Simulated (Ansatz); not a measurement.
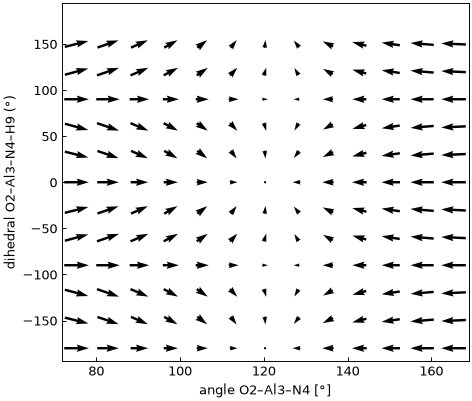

CH5AlFNO, SMILES C[O][Al]([NH2])[F]. The first coordinate is: angle O2–Al3–N4; the second: dihedral O2–Al3–N4–H9. Nothing is relaxed (all other coordinates rigid). The scan uses a 13 × 12 grid. Points are written as (first, second). All numbers below come from RKS PBE0-D4/def2-TZVP (Ansatz).

In the figure: arrows along the force (downhill), their lengths compressed.

> The arrows alone are given. Where are the wells?

The arrows converge at (120.3°, −180°); (120.3°, 0°) (read from the interpolated surface).

The energy map of the same scan:

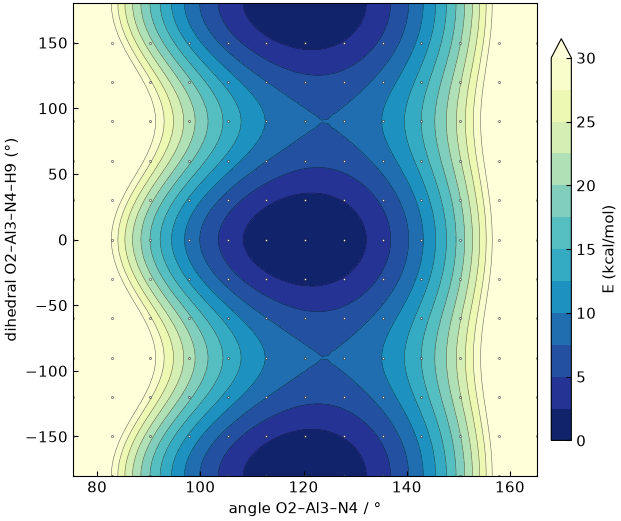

Energies are in kcal/mol, from the lowest grid point; between grid points the surface is interpolated.
